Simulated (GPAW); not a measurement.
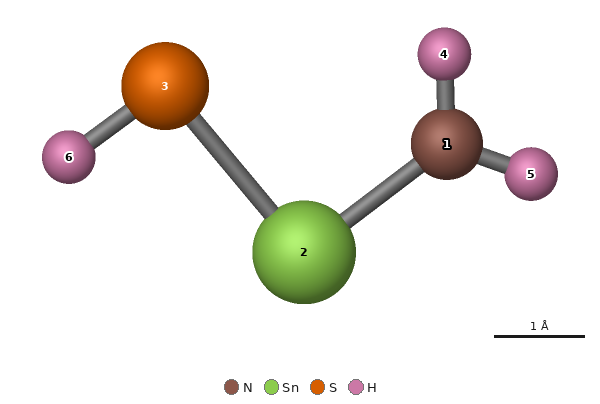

**Figure 1.** The structure (ball-and-stick view, seen on its broad side; atoms are numbered from 1 in the order of the input). Sticks mark near contacts. Bond lengths as drawn: H–N 1.01 Å, H–S 1.34 Å, N–Sn 2.01 Å and S–Sn 2.44 Å.

**Property calculation, with input and output: SnNH$_{3}$S**

- system: SnNH$_{3}$S
- method: PBEsol/real-space grid, dispersion D4, scalar-relativistic datasets + spin-orbit (GPAW 26.7.0)

The geometry comes from this level: PBE0-D4/def2-TZVP.

**Input file (molecule.py)**
```python
import numpy as np
from ase.calculators.mixing import SumCalculator
from ase.io import read
from ase.units import Debye
from dftd4.ase import DFTD4
from gpaw import GPAW, setup_paths
from gpaw.atom.configurations import parameters
from gpaw.atom.generator import Generator
from gpaw.spinorbit import soc_eigenstates

molecule = read('molecule.sdf')
molecule.center(vacuum=5.0)

for symbol in ['H', 'N', 'S', 'Sn']:
    Generator(symbol, xcname='PBEsol', scalarrel=True, nofiles=True, txt=None).run(**parameters[symbol])
setup_paths.insert(0, '.')

calc = GPAW(mode='fd', symmetry='off', h=0.18, xc='PBEsol', maxiter=100, txt='-')
molecule.calc = SumCalculator([DFTD4(method='PBEsol'), calc])

energy = molecule.get_potential_energy()
print(f'Energy: {energy:.5f} eV')
dipole = calc.get_dipole_moment(molecule) / Debye
print(f'Dipole: {np.linalg.norm(dipole):.3f} D')

soc = soc_eigenstates(calc)
soc_levels = soc.eigenvalues()[0]
print('Levels with spin-orbit coupling (eV):')
print(soc_levels.round(3))
calc.write('molecule.gpw')
```

**File molecule.sdf**
```

     RDKit          3D

  6  5  0  0  0  0  0  0  0  0999 V2000
   -0.9048    0.2104   -0.9767 N   0  0  0  0  0  0  0  0  0  0  0  0
    0.2738   -1.2075   -0.1763 Sn  0  0  0  0  0  3  0  0  0  0  0  0
    1.1803    0.3316    1.4907 S   0  0  0  0  0  0  0  0  0  0  0  0
   -0.9648    1.1675   -0.6649 H   0  0  0  0  0  0  0  0  0  0  0  0
   -1.5170    0.0357   -1.7576 H   0  0  0  0  0  0  0  0  0  0  0  0
    1.9745   -0.6016    2.0387 H   0  0  0  0  0  0  0  0  0  0  0  0
  2  1  1  0
  3  2  2  0
  4  1  1  0
  5  1  1  0
  6  3  1  0
M  CHG  2   2  -1   3   1
M  END
$$$$
```

Launched with:
```bash
python3 -u molecule.py | tee molecule.out
```

**Output**
```
__  _  _
 | _ |_)|_||  |
 |__||  | ||/\| - 26.7.0

units:  Angstrom and eV
cores:  1
OpenMP: False

Versions:
  Python: 3.12.14
  ASE:    3.29.0
  Numpy:  2.5.5
  Scipy:  1.18.1
  Libxc:  7.0.0

        _gpaw.cpython-312-x86_64-linux-gnu.so

Input parameters:
  mode=FD(),
  h=0.18,
  maxiter=100,
  symmetry=Symmetry(point_group=False, time_reversal=False),
  xc=XC(name='PBEsol')

Diagonalizing LCAO Hamiltonian
Converting LCAO to fd mode
         .--------------------------------.
        /|                                |
       / |                                |
      /  |                                |
     /   |                                |
    /    |                                |
   /     |                                |
  /      |                                |
 *       |                                |
 |       |                                |
 |       |                                |
 |       |              SH                |
 |       |                                |
 |       |         H                      |
 |       |         N Sn                   |
 |       |       H                        |
 |       |                                |
 |       .--------------------------------.
 |      /                                /
 |     /                                /
 |    /                                /
 |   /                                /
 |  /                                /
 | /                                /
 |/                                /
 *--------------------------------*

Atoms  # Å, Bohr magnetons
|   | symbol |        x |        y |        z |    initial magnetic moments |
|---|--------|----------|----------|----------|-----------------------------|
| 0 |      N | 5.612200 | 6.417900 | 5.780900 | ( 0.0000,  0.0000,  0.0000) |
| 1 |     Sn | 6.790800 | 5.000000 | 6.581300 | ( 0.0000,  0.0000,  0.0000) |
| 2 |      S | 7.697300 | 6.539100 | 8.248300 | ( 0.0000,  0.0000,  0.0000) |
| 3 |      H | 5.552200 | 7.375000 | 6.092700 | ( 0.0000,  0.0000,  0.0000) |
| 4 |      H | 5.000000 | 6.243200 | 5.000000 | ( 0.0000,  0.0000,  0.0000) |
| 5 |      H | 8.491500 | 5.605900 | 8.796300 | ( 0.0000,  0.0000,  0.0000) |

Unit cell  # Å
| periodic |         x |         y |         z |   lengths |    angles |
|----------|-----------|-----------|-----------|-----------|-----------|
|       no | 13.491500 |  0.000000 |  0.000000 | 13.491500 | 90.000000 |
|       no |  0.000000 | 12.375000 |  0.000000 | 12.375000 | 90.000000 |
|       no |  0.000000 |  0.000000 | 13.796300 | 13.796300 | 90.000000 |

Number of symmetries: 1
Symmetry operations  # r_c * U_cc + t_c -> r_c
|   | kind |            matrix            |
|---|------|------------------------------|
| 0 |  E   |  1, 0, 0,  0, 1, 0,  0, 0, 1 |

BZ-sampling:
  Number of BZ points: 1
  Number of IBZ points: 1

  Monkhorst-Pack size: [1, 1, 1]
  Monkhorst-Pack shift: [0, 0, 0]

K-points  # in reciprocal-cell coordinates
|   |                                coordinates |     weight |
|---|--------------------------------------------|------------|
| 0 | (  0.00000000,   0.00000000,   0.00000000) | 1.00000000 |

Uniform wave function grid shape: (np.int64(75), np.int64(67), np.int64(75))
Spin-components: 1 (collinear spins)
Bands:           20
Projectors:      25
Spin-degeneracy: 2
Datatype:        float64

  Storage: CPU
  Wave functions: 60_300_000 bytes (60_300_000 per core)

Parallelization:
  kpt:    1
  domain: 1
  band:   1

Density:
  Valence electrons: 28.0
  Components: 1
  Grid points: [76 68 76]
  Charge: 0.0  # |e|

Potential:
  Grid points: [76 68 76]

species:
  N:
    name:    Nitrogen
    Z:       7.0
    valence: 5
    core:    2
    charge:  0.0  # [|e|]
    file:    N.PBEsol
    compensation charges:
      type: gauss
      rc: 0.18  # [Å]
      lmax: 2
    cutoffs:
      filter: 1.11  # [Å]
      core: 0.96  # [Å]
    projectors
    | kind |    occ | energy [eV] | rcut [Å] |
    |------|--------|-------------|----------|
    |   2s |  2.000 |     -18.455 |    0.603 |
    |   2p |  3.000 |      -7.035 |    0.529 |
    |    s |        |       8.756 |    0.603 |
    |    p |        |      20.177 |    0.529 |
    |    d |        |       0.000 |    0.577 |

    Using partial waves for N as LCAO basis

  Sn:
    name:    Tin
    Z:       50.0
    valence: 14
    core:    36
    charge:  0.0  # [|e|]
    file:    Sn.PBEsol
    compensation charges:
      type: gauss
      rc: 0.38  # [Å]
      lmax: 2
    cutoffs:
      filter: 2.23  # [Å]
      core: 2.35  # [Å]
    projectors
    | kind |    occ | energy [eV] | rcut [Å] |
    |------|--------|-------------|----------|
    |   5s |  2.000 |     -10.584 |    1.201 |
    |   5p |  2.000 |      -3.711 |    1.270 |
    |   4d | 10.000 |     -25.798 |    1.185 |
    |    s |        |      16.628 |    1.201 |
    |    p |        |      23.501 |    1.270 |
    |    d |        |       1.413 |    1.185 |

    Using partial waves for Sn as LCAO basis

  S:
    name:    Sulfur
    Z:       16.0
    valence: 6
    core:    10
    charge:  0.0  # [|e|]
    file:    S.PBEsol
    compensation charges:
      type: gauss
      rc: 0.24  # [Å]
      lmax: 2
    cutoffs:
      filter: 1.77  # [Å]
      core: 1.66  # [Å]
    projectors
    | kind |    occ | energy [eV] | rcut [Å] |
    |------|--------|-------------|----------|
    |   3s |  2.000 |     -17.192 |    0.974 |
    |   3p |  4.000 |      -6.978 |    0.979 |
    |    s |        |      10.020 |    0.974 |
    |    p |        |      20.234 |    0.979 |
    |    d |        |       0.000 |    0.900 |

    Using partial waves for S as LCAO basis

  H:
    name:    Hydrogen
    Z:       1.0
    valence: 1
    core:    0
    charge:  0.0  # [|e|]
    file:    H.PBEsol
    compensation charges:
      type: gauss
      rc: 0.15  # [Å]
      lmax: 2
    cutoffs:
      filter: 0.85  # [Å]
      core: 0.53  # [Å]
    projectors
    | kind |    occ | energy [eV] | rcut [Å] |
    |------|--------|-------------|----------|
    |   1s |  1.000 |      -6.334 |    0.476 |
    |    s |        |      20.878 |    0.476 |
    |    p |        |       0.000 |    0.476 |

    Using partial waves for H as LCAO basis

Reference energy: -180288.806003  # eV

eigensolver:
  PPCG
  Converge bands: occupied
  niter=2

density mixing:
  MSR1-Mixer
  Pratt-step length: 0.05
  Maximum mixing coefficient: 0.75
  Old densities: 10
  SVD Regularization: 0.005
  Good broyden scale: 1.0
  Trust region scale: 1.0
  Backstep threshold: 4.0
  History deletion threshold: 6.0
  Fourier metric: weight=20.0, sigma=0.015

occupation numbers:
  # Zero width

FastPoissonSolver using
    Stencil: 6*3+1=19 point O(h^6) finite-difference Laplacian
    FFT axes: []
    FST axes: [np.int64(1), np.int64(0), np.int64(2)]

xc functional:
  name: PBEsol with 2 nearest neighbor stencil
interpolation: tri-quintic # 5. degree polynomial

Initialization done in: 3.317 s

convergence criteria:
- Maximum [total energy] change in last 3 cyles: 0.0005 eV / valence electron
- Maximum integral of absolute [dens]ity change: 0.0001 electrons / valence electron
- Maximum integral of absolute [eigenst]ate change: 4e-08 eV^2 / valence electron
maximum number of iterations: 100

SCF iterations
|iter     |     time |      energy | eigst |  dens |
|---------|----------|-------------|-------|-------|
|iter:   1| 00:00:05 |  -31.639488 | +0.91 |       |
|iter:   2| 00:00:07 |  -30.768389 | -0.26 | -0.84 |
|iter:   3| 00:00:10 |  -28.139945 | +0.16 | -0.88 |
|iter:   4| 00:00:12 |  -28.044580 | -0.11 | -1.37 |
|iter:   5| 00:00:14 |  -28.009886 | -1.12 | -1.63 |
|iter:   6| 00:00:17 |  -28.005958 | -1.89 | -2.10 |
|iter:   7| 00:00:19 |  -28.005779c| -2.89 | -2.72 |
|iter:   8| 00:00:21 |  -28.005835c| -3.60 | -3.02 |
|iter:   9| 00:00:24 |  -28.005838c| -4.40 | -3.55 |
|iter:  10| 00:00:26 |  -28.005839c| -5.04 | -4.17c|
|iter:  11| 00:00:28 |  -28.005839c| -5.70 | -4.64c|
|iter:  12| 00:00:31 |  -28.005839c| -6.22 | -5.08c|
|iter:  13| 00:00:33 |  -28.005839c| -6.76 | -5.54c|
|iter:  14| 00:00:35 |  -28.005839c| -7.23 | -5.69c|
|iter:  15| 00:00:37 |  -28.005839c| -7.57c| -6.15c|

Converged in 15 steps
SCF loop duration: 33.661 s (2.244 s/step)
Energy contributions relative to reference atoms: (reference = -180288.806003)

Energy contributions:
  Kinetic:          33.114451
  Coulomb:         -36.354277
  Zero:              0.498262
  External:          0.000000
  Xc:              -25.264275
  Entropy:           0.000000
  Spinorbit:         0.000000
  ----------------------------
  Free energy:     -28.005839
  Extrapolated:    -28.005839

dipole moment: (-0.162647, -0.203260, -0.270052)  # |e|*Ang

Fermi level: -4.220
Eigenvalues  # (at kpt = [0.000, 0.000, 0.000])
| band index |      eig [eV] | occ [0-2] |
|------------|---------------|-----------|
|          0 |       -25.573 |     2.000 |
|        ... |               |           |
|          6 |       -17.513 |     2.000 |
|          7 |       -11.907 |     2.000 |
|          8 |       -11.836 |     2.000 |
|          9 |        -9.381 |     2.000 |
|         10 |        -8.059 |     2.000 |
|         11 |        -6.662 |     2.000 |
|         12 |        -5.978 |     2.000 |
|         13 |        -5.875 |     2.000 |
|         14 |        -2.564 |     0.000 |
|         15 |        -1.178 |     0.000 |
|         16 |        -0.669 |     0.000 |
|         17 |        -0.314 |     0.000 |
|         18 |         0.564 |     0.000 |
|         19 |         0.730 |     0.000 |

Gap: 3.311 eV
Transition (v -> c):
  (s=0, k=0, n=13, [0.00, 0.00, 0.00]) -> (s=0, k=0, n=14, [0.00, 0.00, 0.00])
No difference between direct/indirect transitions
vacuum-level: 0.000  # V
Energy: -28.05132 eV
Dipole: 1.802 D
Levels with spin-orbit coupling (eV):
[-26.128 -26.128 -26.012 -26.012 -25.1   -25.1   -25.027 -25.027 -24.918
 -24.918 -20.461 -20.461 -17.512 -17.512 -11.907 -11.907 -11.836 -11.836
  -9.381  -9.381  -8.064  -8.064  -6.663  -6.663  -5.979  -5.979  -5.873
  -5.873  -2.57   -2.57   -1.173  -1.173  -0.667  -0.667  -0.311  -0.311
   0.564   0.564   0.731   0.731]
# Writing to molecule.gpw (mode='')
```

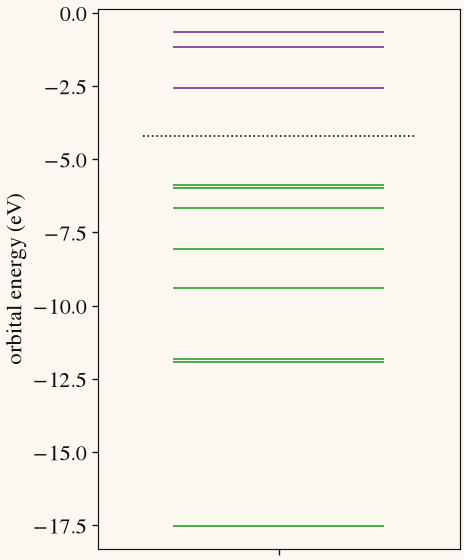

**Figure 2.** Orbital energies near the frontier; the dotted line parts filled from empty levels, and levels within 0.02 eV of each other stand side by side. Highest filled −5.88 eV, lowest empty −2.56 eV, 3.32 eV apart.

**Results in brief**

```tsv
quantity	value
outcome	converged
energy relative to the program's reference atoms	−28.0513 eV
dispersion energy	−0.001672 hartree
HOMO	−5.88 eV
LUMO	−2.56 eV
dipole moment	1.80 D
hardware	1 thread of Intel Xeon (Granite Rapids), 12 GiB of memory available, shared host
wall time	38 s
peak memory	1.1 GiB
```

Further notes kept with the run: datasets made with stock radii, not tested.
